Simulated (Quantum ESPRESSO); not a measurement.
# GaFe3: non-collinear starts

The moments of GaFe3 start in several directions and relax. Which textures last, and at what energy?

Main program and level: Quantum ESPRESSO 7.5; LDA; plane waves with GBRV 1.5 LDA potentials, no spin-orbit coupling.

### Step 1. The starting structure

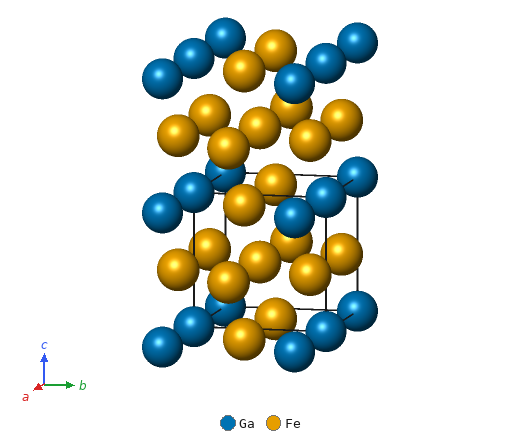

The starting structure, seen slightly off an axis (gallium blue, iron orange). 2×1×2 cells are drawn. Some periodic images of atoms are drawn too.

The cell comes from the Crystallography Open Database.

### Step 2. Start 1: collinear parallel

pw.in

```
&CONTROL
  calculation = 'scf'
  prefix = 'pwscf'
  outdir = './tmp'
  pseudo_dir = './pseudo'
  disk_io = 'nowf'
/
&SYSTEM
  ibrav = 0
  celldm(1) = 8
  nat = 4
  ntyp = 2
  ecutwfc = 34
  ecutrho = 238
  nbnd = 86
  occupations = 'smearing'
  smearing = 'fd'
  degauss = 0.00734986
  noncolin = .true.
  starting_magnetization(1) = 0
  starting_magnetization(2) = 0.175
  angle1(2) = 0
  angle2(2) = 0
/
&ELECTRONS
  conv_thr = 4d-08
  electron_maxstep = 150
  mixing_beta = 0.3
/
ATOMIC_SPECIES
Ga     69.7230 ga_lda_v1.4.uspp.F.UPF
Fe     55.8450 fe_lda_v1.5.uspp.F.UPF
CELL_PARAMETERS alat
   0.8742345484050    0.0000000000000    0.0000000000000
   0.0000000000000    0.8742345484050    0.0000000000000
   0.0000000000000    0.0000000000000    0.8742345484050
ATOMIC_POSITIONS crystal
Ga      0.0000000000    0.0000000000    0.0000000000
Fe      0.0000000000    0.5000000000    0.5000000000
Fe      0.5000000000    0.0000000000    0.5000000000
Fe      0.5000000000    0.5000000000    0.0000000000
K_POINTS automatic
5 5 5 0 0 0
```

On the command line:

```sh
> OMP_NUM_THREADS=1 mpirun -n 4 pw.x -nk 4 -in pw.in > pw.out
```

The log of the run:

```text
Program PWSCF v.7.5 starts

     Message from routine setup:
     using ibrav=0 with symmetry is DISCOURAGED, use correct ibrav instead

     K-points division:     npool     =       4
     Subspace diagonalization in iterative solution of the eigenvalue problem:

     bravais-lattice index     =            0
     lattice parameter (alat)  =       8.0000  a.u.
     unit-cell volume          =     342.1006 (a.u.)^3
     number of atoms/cell      =            4
     number of atomic types    =            2
     number of electrons       =        67.00
     number of Kohn-Sham states=           86
     kinetic-energy cutoff     =      34.0000  Ry
     charge density cutoff     =     238.0000  Ry
     scf convergence threshold =      4.0E-08
     mixing beta               =       0.3000
     number of iterations used =            8  plain     mixing
     Exchange-correlation=  SLA  PZ   NOGX NOGC
                           (   1   1   0   0   0   0   0)
     Noncollinear calculation without spin-orbit

     celldm(1)=   8.000000  celldm(2)=   0.000000  celldm(3)=   0.000000
     celldm(4)=   0.000000  celldm(5)=   0.000000  celldm(6)=   0.000000

     crystal axes: (cart. coord. in units of alat)
               a(1) = (   0.874235   0.000000   0.000000 )
               a(2) = (   0.000000   0.874235   0.000000 )
               a(3) = (   0.000000   0.000000   0.874235 )

     reciprocal axes: (cart. coord. in units 2 pi/alat)
               b(1) = (  1.143858  0.000000  0.000000 )
               b(2) = (  0.000000  1.143858  0.000000 )
               b(3) = (  0.000000  0.000000  1.143858 )

     PseudoPot. # 1 for Ga read from file:
     ga_lda_v1.4.uspp.F.UPF
     Pseudo is Ultrasoft + core correction, Zval = 19.0

     PseudoPot. # 2 for Fe read from file:
     fe_lda_v1.5.uspp.F.UPF
     Pseudo is Ultrasoft + core correction, Zval = 16.0

     atomic species   valence    mass     pseudopotential
     Ga               19.00    69.72300     Ga( 1.00)
     Fe               16.00    55.84500     Fe( 1.00)

     16 Sym. Ops., with inversion, found

   Cartesian axes

     site n.     atom                  positions (alat units)
         1        Ga     tau(   1) = (   0.0000000   0.0000000   0.0000000  )
         2        Fe     tau(   2) = (   0.0000000   0.4371173   0.4371173  )
         3        Fe     tau(   3) = (   0.4371173   0.0000000   0.4371173  )
         4        Fe     tau(   4) = (   0.4371173   0.4371173   0.0000000  )

     number of k points=    18  Fermi-Dirac smearing, width (Ry)=  0.0073
                       cart. coord. in units 2pi/alat
        k(    1) = (   0.0000000   0.0000000   0.0000000), wk =   0.0080000
        k(    2) = (   0.0000000   0.0000000   0.2287716), wk =   0.0160000
        k(    3) = (   0.0000000   0.0000000   0.4575431), wk =   0.0160000
        k(    4) = (   0.0000000   0.2287716   0.2287716), wk =   0.0640000
        k(    5) = (   0.0000000   0.2287716   0.4575431), wk =   0.0640000
        [... 13 further k-points ...]

     Dense  grid:    21247 G-vectors     FFT dimensions: (  36,  36,  36)

     Smooth grid:     9093 G-vectors     FFT dimensions: (  25,  25,  25)

     Check: negative core charge=   -0.000031
     Generating pointlists ...
     new r_m :   0.2550 (alat units)  2.0400 (a.u.) for type    1
     new r_m :   0.2550 (alat units)  2.0400 (a.u.) for type    2

     Initial potential from superposition of free atoms

     starting charge      63.0000, renormalised to      67.0000

 ==============================================================================
     atom number    1 relative position :    0.0000   0.0000   0.0000
     charge :    18.455099  (integrated on a sphere of radius 0.255)
     magnetization :          0.000000    0.000000    0.061987
     magnetization/charge:    0.000000    0.000000    0.003359
     polar coord.: r, theta, phi [deg] :     0.061987    0.000000  360.000000

 ==============================================================================

 ==============================================================================
     atom number    2 relative position :    0.0000   0.4371   0.4371
     charge :    14.772048  (integrated on a sphere of radius 0.255)
     magnetization :          0.000000    0.000000    2.573329
     magnetization/charge:    0.000000    0.000000    0.174203
     polar coord.: r, theta, phi [deg] :     2.573329    0.000000  360.000000

 ==============================================================================

 ==============================================================================
     atom number    3 relative position :    0.4371   0.0000   0.4371
     charge :    14.772048  (integrated on a sphere of radius 0.255)
     magnetization :          0.000000    0.000000    2.573329
     magnetization/charge:    0.000000    0.000000    0.174203
     polar coord.: r, theta, phi [deg] :     2.573329    0.000000  360.000000

 ==============================================================================

 ==============================================================================
     atom number    4 relative position :    0.4371   0.4371   0.0000
     charge :    14.772048  (integrated on a sphere of radius 0.255)
     magnetization :          0.000000    0.000000    2.573329
     magnetization/charge:    0.000000    0.000000    0.174203
     polar coord.: r, theta, phi [deg] :     2.573329    0.000000  360.000000

 ==============================================================================
     Starting wfcs are  102 randomized atomic wfcs

     Self-consistent Calculation

     iteration #  1     ecut=    34.00 Ry     beta= 0.30
     Davidson diagonalization with overlap
     ethr =  1.00E-02,  avg # of iterations =  2.8

     total energy              =   -1137.04440644 Ry
     estimated scf accuracy    <      70.24812976 Ry

     total magnetization       =     0.00     0.00     4.18 Bohr mag/cell
     absolute magnetization    =     4.37 Bohr mag/cell

     iteration #  2     ecut=    34.00 Ry     beta= 0.30
     Davidson diagonalization with overlap
     ethr =  1.00E-02,  avg # of iterations =  3.0

     total energy              =   -1163.23515732 Ry
     estimated scf accuracy    <      36.06745078 Ry

     total magnetization       =     0.00    -0.00     4.50 Bohr mag/cell
     absolute magnetization    =     4.52 Bohr mag/cell

     [... further iterations left out ...]

     iteration # 14     ecut=    34.00 Ry     beta= 0.30
     Davidson diagonalization with overlap
     ethr =  7.19E-09,  avg # of iterations =  2.0

     total energy              =   -1165.90185562 Ry
     estimated scf accuracy    <       0.00000040 Ry

     total magnetization       =    -0.00     0.00     7.07 Bohr mag/cell
     absolute magnetization    =     7.46 Bohr mag/cell

     iteration # 15     ecut=    34.00 Ry     beta= 0.30
     Davidson diagonalization with overlap
     ethr =  5.95E-10,  avg # of iterations =  2.0

 ==============================================================================
     atom number    1 relative position :    0.0000   0.0000   0.0000
     charge :    17.506080  (integrated on a sphere of radius 0.255)
     magnetization :          0.000000   -0.000000   -0.090678
     magnetization/charge:    0.000000   -0.000000   -0.005180
     polar coord.: r, theta, phi [deg] :     0.090678  180.000000  360.000000

 ==============================================================================

 ==============================================================================
     atom number    2 relative position :    0.0000   0.4371   0.4371
     charge :    14.687694  (integrated on a sphere of radius 0.255)
     magnetization :         -0.000000   -0.000000    2.398864
     magnetization/charge:   -0.000000   -0.000000    0.163325
     polar coord.: r, theta, phi [deg] :     2.398864    0.000000  360.000000

 ==============================================================================

 ==============================================================================
     atom number    3 relative position :    0.4371   0.0000   0.4371
     charge :    14.687694  (integrated on a sphere of radius 0.255)
     magnetization :          0.000000    0.000000    2.398864
     magnetization/charge:    0.000000    0.000000    0.163325
     polar coord.: r, theta, phi [deg] :     2.398864    0.000000  360.000000

 ==============================================================================

 ==============================================================================
     atom number    4 relative position :    0.4371   0.4371   0.0000
     charge :    14.687662  (integrated on a sphere of radius 0.255)
     magnetization :         -0.000000    0.000000    2.398861
     magnetization/charge:   -0.000000    0.000000    0.163325
     polar coord.: r, theta, phi [deg] :     2.398861    0.000000  360.000000

 ==============================================================================

     End of self-consistent calculation

     [... lines left out ...]
     the Fermi energy is    16.1750 ev

!    total energy              =   -1165.90185573 Ry
     estimated scf accuracy    <       0.00000001 Ry
     smearing contrib. (-TS)   =      -0.00620534 Ry
     internal energy E=F+TS    =   -1165.89565039 Ry

     The total energy is F=E-TS. E is the sum of the following terms:
     one-electron contribution =    -660.61555380 Ry
     hartree contribution      =     366.83025765 Ry
     xc contribution           =    -134.23897724 Ry
     ewald contribution        =    -737.87137700 Ry

     total magnetization       =    -0.00    -0.00     7.07 Bohr mag/cell
     absolute magnetization    =     7.46 Bohr mag/cell

     convergence has been achieved in  15 iterations

=------------------------------------------------------------------------------=
   JOB DONE.
=------------------------------------------------------------------------------=
```

Elapsed: 23 s, on 4 MPI ranks of Arm Neoverse V2, shared host; peak memory 0.41 GiB; 91 s of CPU time.

Spin moment in the atom's sphere by atom:

```tsv
atom	x (μB)	y (μB)	z (μB)	size
Ga1	0.00	0.00	-0.09	0.09
Fe2	0.00	0.00	2.40	2.40
Fe3	0.00	0.00	2.40	2.40
Fe4	0.00	0.00	2.40	2.40
```

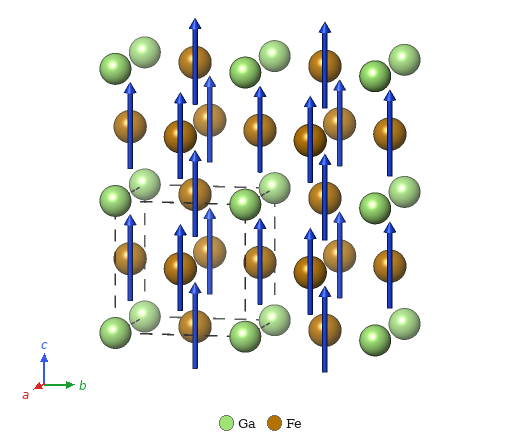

Spin moment in the atom's sphere as arrows, the longest 2.40 μB. 1×2×2 cells are drawn. Some periodic images of atoms are drawn too.

Numbers from this step:

```
smearing term TS       : 0.08443 eV
magnetization          : 0, 0, 7.071 μB
absolute magnetization : 7.462 μB
final state            : ferromagnetic
```

### Step 3. Start 2: 120 degrees, other chirality

pw.in, as its differences from that of step 2:

```diff
@@ -11,3 +11,3 @@
   nat = 4
-  ntyp = 2
+  ntyp = 4
   ecutwfc = 34
@@ -21,4 +21,10 @@
   starting_magnetization(2) = 0.175
-  angle1(2) = 0
-  angle2(2) = 0
+  angle1(2) = 90
+  angle2(2) = -0
+  starting_magnetization(3) = 0.175
+  angle1(3) = 90
+  angle2(3) = -120
+  starting_magnetization(4) = 0.175
+  angle1(4) = 90
+  angle2(4) = 120
 /
@@ -31,3 +37,5 @@
 Ga     69.7230 ga_lda_v1.4.uspp.F.UPF
-Fe     55.8450 fe_lda_v1.5.uspp.F.UPF
+Fe1    55.8450 fe_lda_v1.5.uspp.F.UPF
+Fe2    55.8450 fe_lda_v1.5.uspp.F.UPF
+Fe3    55.8450 fe_lda_v1.5.uspp.F.UPF
 CELL_PARAMETERS alat
@@ -38,5 +46,5 @@
 Ga      0.0000000000    0.0000000000    0.0000000000
-Fe      0.0000000000    0.5000000000    0.5000000000
-Fe      0.5000000000    0.0000000000    0.5000000000
-Fe      0.5000000000    0.5000000000    0.0000000000
+Fe1     0.0000000000    0.5000000000    0.5000000000
+Fe2     0.5000000000    0.0000000000    0.5000000000
+Fe3     0.5000000000    0.5000000000    0.0000000000
 K_POINTS automatic
```

The log of the run:

```text
     [... lines left out ...]
Program PWSCF v.7.5 starts
     [... lines left out ...]
     number of atoms/cell      =            4
     [... lines left out ...]
     number of electrons       =        67.00
     number of Kohn-Sham states=           86
     kinetic-energy cutoff     =      34.0000  Ry
     charge density cutoff     =     238.0000  Ry
     scf convergence threshold =      4.0E-08
     [... lines left out ...]
     Noncollinear calculation without spin-orbit
     [... lines left out ...]
      4 Sym. Ops., with inversion, found
     [... lines left out ...]
     number of k points=    39  Fermi-Dirac smearing, width (Ry)=  0.0073
     [... lines left out ...]
     iteration # 20     ecut=    34.00 Ry     beta= 0.30
     [... lines left out ...]
     atom number    1 relative position :    0.0000   0.0000   0.0000
     [... lines left out ...]
     magnetization :          0.000001   -0.000008    0.000000
     [... lines left out ...]
     atom number    2 relative position :    0.0000   0.4371   0.4371
     [... lines left out ...]
     magnetization :          2.092920    0.000490    0.000000
     [... lines left out ...]
     atom number    3 relative position :    0.4371   0.0000   0.4371
     [... lines left out ...]
     magnetization :         -1.046649   -1.812500    0.000000
     [... lines left out ...]
     atom number    4 relative position :    0.4371   0.4371   0.0000
     [... lines left out ...]
     magnetization :         -1.046233    1.812892   -0.000000
     [... lines left out ...]
     the Fermi energy is    16.2721 ev
!    total energy              =   -1165.85213064 Ry
     estimated scf accuracy    <          4.6E-09 Ry
     smearing contrib. (-TS)   =      -0.01448314 Ry
     [... lines left out ...]
     total magnetization       =     0.00     0.00     0.00 Bohr mag/cell
     absolute magnetization    =     6.58 Bohr mag/cell
     convergence has been achieved in  20 iterations
```

The job ended after 58 s (4 MPI ranks; peak memory 0.49 GiB; 3.8 min of CPU time).

Spin moment in the atom's sphere by atom:

```tsv
atom	x (μB)	y (μB)	z (μB)	size
Ga1	0.00	0.00	0.00	0.00
Fe2	2.09	0.00	0.00	2.09
Fe3	-1.05	-1.81	0.00	2.09
Fe4	-1.05	1.81	0.00	2.09
```

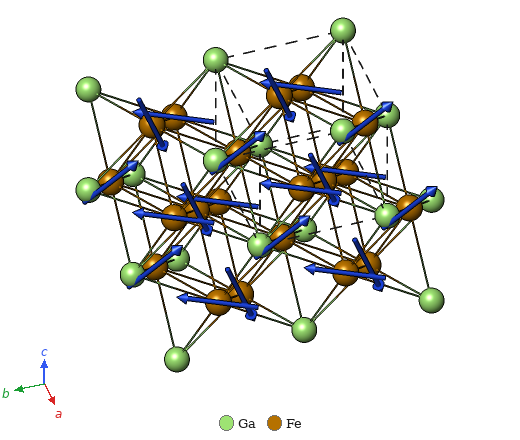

Spin moment in the atom's sphere as arrows, the longest 2.09 μB. 2×2×1 cells are drawn. Some periodic images of atoms are drawn too.

This step gave:

```yaml
smearing_term_ts: 0.1971 eV
magnetization: 0, 0.001, 0 μB
absolute_magnetization: 6.579 μB
final_state: non-collinear
```

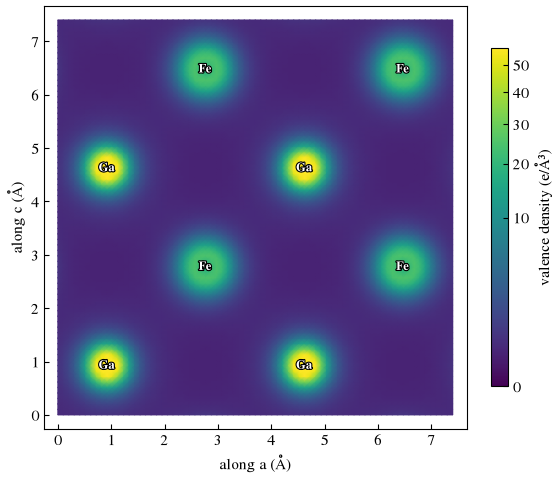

Valence density in the ac plane at fractional y = 0.000, with atoms of Ga and Fe within 0.2 Å of it. It is the smooth field of the valence electrons, not physical close to the nuclei. The map starts off the cell's origin, so that atoms lie inside it. The colour scale is stretched toward low values.

[end of part 1 of 2]

[Logs and program files are shortened in this print: banners, set-up blocks, solver, clock and traceback lines can be left out without a mark of their own.]

[Logs are printed without paths, hosts, clocks, repeated set-up lines and the standing remarks that a program may print on its own settings, such as how far it seeks lower states.]

[Hosts, paths, dates, database ids (printed as entryN), source tags and the programs' standing remarks are cut or masked in the printed files.]

[Where a cell is said to come from a database of computed structures, the database is the Materials Project.]
